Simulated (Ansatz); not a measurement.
**Fields on a plane of CrCuO2 (delafossite type, space group R-3m)**

```xyz
4
Lattice="1.5064 0.8697 5.7039 -1.5064 0.8697 5.7039 0.0000 -1.7394 5.7039" Properties=species:S:1:pos:R:3 pbc="T T T"
Cu     0.0000     0.0000     0.0000
Cr     0.0000     0.0000     8.5559
O      0.0000     0.0000     1.8556
O      0.0000     0.0000    15.2562
```

The slice is a (0001) plane (indices of the conventional cell) through the point (0.108, 0.108, 0.108) (fractional), spanned by u = [1 0 -1] and v = [-1 2 -1] in vectors of this cell: u (3.01 Å) and v (5.22 Å, at 90° to u). It covers one period; positions are fractions (u, v).

Atoms on it: O at (0.00, 0.00); O at (0.50, 0.50). Other atoms lie within 1 Å of the plane.

Computed with PBE (plane waves to 420 eV, PAW, scalar-relativistic; Ansatz, an electronic-structure program). k mesh 13×13×13. Near the nuclei the fields are pseudised (PAW); where an atom keeps semicore shells as valence, they peak there. CrCuO2 is run spin-polarised and with no Hubbard U. CrCuO2 was relaxed with its symmetry unable to fall. Relaxed CrCuO2 ends ferromagnetic. Other magnetic orders were not checked, so this need not be the ground state.

```tsv
v \ u	0.00	0.11	0.22	0.33	0.44	0.56	0.67	0.78	0.89
0.88	0.84	0.81	0.66	0.27	0.04	0.04	0.27	0.66	0.81
0.75	0.05	0.05	0.04	0.06	0.12	0.12	0.06	0.04	0.05
0.62	0.01	0.04	0.38	0.77	0.82	0.82	0.77	0.38	0.04
0.50	0.04	0.26	0.76	0.81	x	x	0.81	0.76	0.26
0.38	0.03	0.10	0.49	0.76	0.84	0.84	0.76	0.49	0.10
0.25	0.13	0.09	0.04	0.04	0.05	0.05	0.04	0.04	0.09
0.12	0.82	0.81	0.66	0.13	0.02	0.02	0.13	0.66	0.81
0.00	x	x	0.83	0.57	0.07	0.07	0.57	0.83	x
```

Values: ELF of the down spins. Points within 0.4 Å of a nucleus are blanked (x), as the pseudised field means little there.

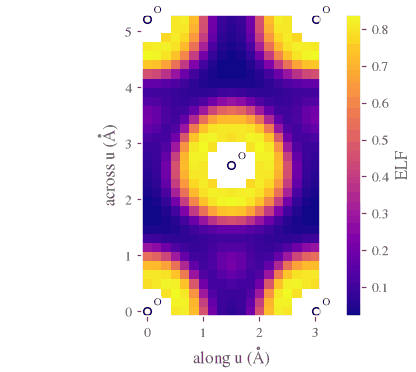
Electron localisation function (ELF), one period of the plane, atoms marked. Points within 0.4 Å of a nucleus are left white, as the pseudised field means little there.
